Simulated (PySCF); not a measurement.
# Run report: AsH3O3, frequency calculation

System: AsH3O3.
Method: RKS-based PBE0, As def2-TZVP, O def2-TZVP, H def2-TZVP; non-relativistic Hamiltonian; density fitting (PySCF 2.14.0).

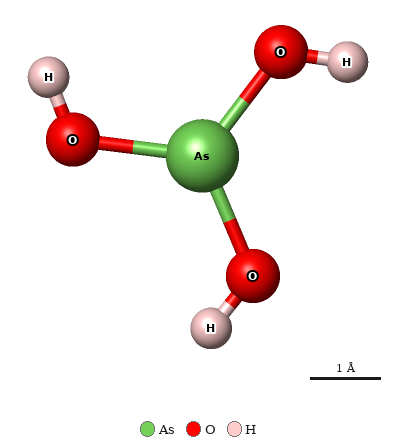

*The input geometry (ball-and-stick view, seen on its broad side).*

Bond lengths as drawn: As–O 1.88 Å and H–O 0.97 Å.

Input
```python
from pyscf import gto, scf, dft
mol = gto.M(atom='''
As     0.000000     0.000000     0.000000
O      1.880378     0.068841     0.000000
O     -0.999807     1.594035     0.000000
O     -0.880571    -1.662876     0.000000
H      2.374267    -0.762278     0.000000
H     -0.526981     2.437315     0.000000
H     -1.847286    -1.675037     0.000000''',
    basis={'As': 'def2-TZVP', 'O': 'def2-TZVP', 'H': 'def2-TZVP'},
    charge=0, spin=0)
mf = dft.RKS(mol, xc='PBE0')
mf.grids.atom_grid = (75, 302)
aux = {'As': 'def2-universal-JKFIT', 'O': 'def2-universal-JKFIT', 'H': 'def2-universal-JKFIT'}
mf = mf.density_fit(auxbasis=aux)
mf.conv_tol = 1e-09
mf.diis_space = 10
mf.max_cycle = 60
mf.verbose = 4
mf.kernel()
```

The script is an equivalent of the set-up of the self-consistent field. The run itself was carried out by a driver, which started from the orbitals of the step before it where there was one and computed the further properties.

Run as:
```bash
OMP_NUM_THREADS=4 python axn.py task.json out
```

The program's output
```
init E= -2462.87394282641
  HOMO = -0.222147334096746  LUMO = -0.110337194740168  gap/eV = 3.04251
cycle= 1 E= -2462.87394282638  delta_E= 2.36e-11  |g|= 1.07e-05  |ddm|= 9.28e-06
  HOMO = -0.222146498773377  LUMO = -0.110337267252461  gap/eV = 3.04248
cycle= 2 E= -2462.8739428263  delta_E= 8.41e-11  |g|= 2.42e-05  |ddm|= 2.1e-05
  HOMO = -0.222147027227159  LUMO = -0.11033725699113  gap/eV = 3.04250
cycle= 3 E= -2462.87394282641  delta_E= -1.17e-10  |g|= 2.13e-06  |ddm|= 1.52e-05
  HOMO = -0.222147077647008  LUMO = -0.110337250483369  gap/eV = 3.04250
cycle= 4 E= -2462.87394282641  delta_E= 2.73e-12  |g|= 1.98e-07  |ddm|= 1.34e-06
  HOMO = -0.222147067164684  LUMO = -0.11033723938813  gap/eV = 3.04250
Extra cycle  E= -2462.8739428264  delta_E= 9.09e-12  |g|= 2.75e-07  |ddm|= 2.55e-07
converged SCF energy = -2462.8739428264
```

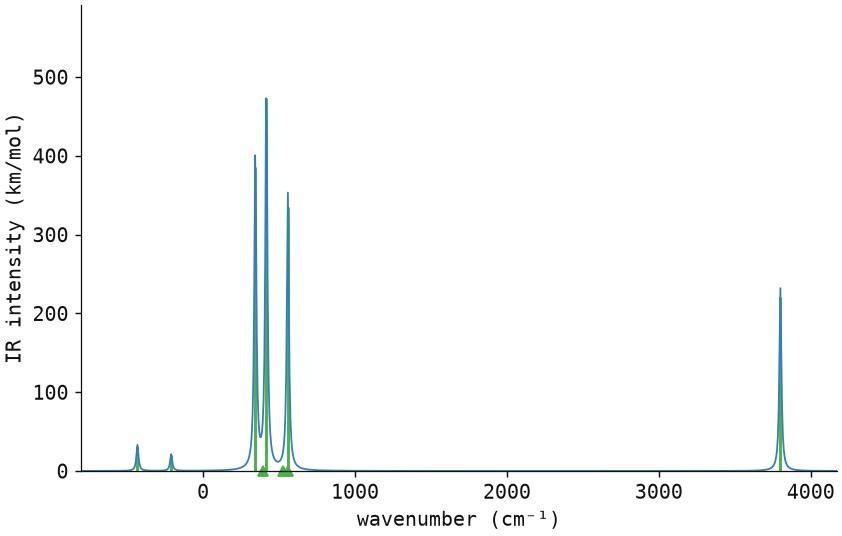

*Harmonic infrared spectrum, unscaled: sticks (degenerate modes added up, dark ones marked on the axis) with a Lorentzian envelope of 16 cm⁻¹ full width, scaled to the tallest stick; imaginary modes are drawn at negative wavenumbers.*

15 modes from 432i to 3800 cm⁻¹, 3 imaginary beyond 8i (432i, 210i, 210i cm⁻¹): not a minimum. The strongest line is at 416 cm⁻¹ (473 km/mol). All modes, in cm⁻¹ (km/mol): 432i (31), 210i (10.3), 210i (10.3), 344 (386), 394 (0.0), 394 (0.0), 416 (237), 416 (237), 528 (0.0), 558 (167), 558 (167), 562 (0.0), 3800 (110), 3800 (110), 3800 (0.0).

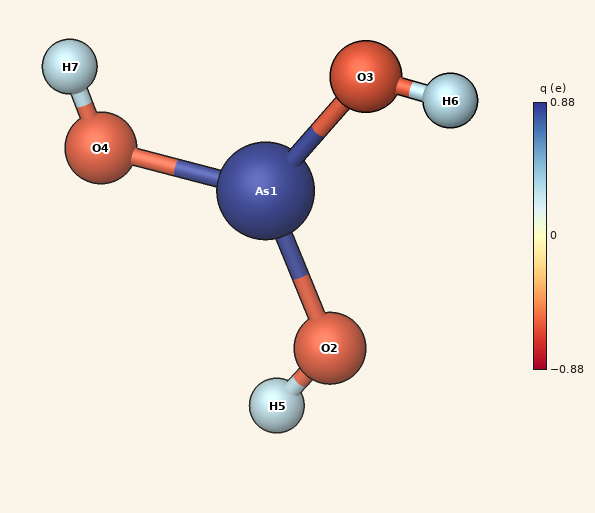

*Mulliken charges, as the colour of each atom (ball-and-stick view, seen at a tilt; atoms are numbered from 1 in the order of the input).*

By element: As +0.84, O −0.58 and H +0.30 e.

Summary

| quantity | value |
| --- | --- |
| outcome | converged |
| total energy | −2462.873943 hartree |
| HOMO | −6.04 eV |
| LUMO | −3.00 eV |
| zero-point energy | 0.035473 hartree |
| dipole moment | 0.00 D |
| wavenumbers, lowest and highest | 432i and 3800 cm⁻¹ |
| hardware | 4 threads of Arm Neoverse V2, 24 GiB of memory available, shared host |
| wall time | 71 s (CPU time 3.7 min) |
| peak memory | 2.4 GiB |
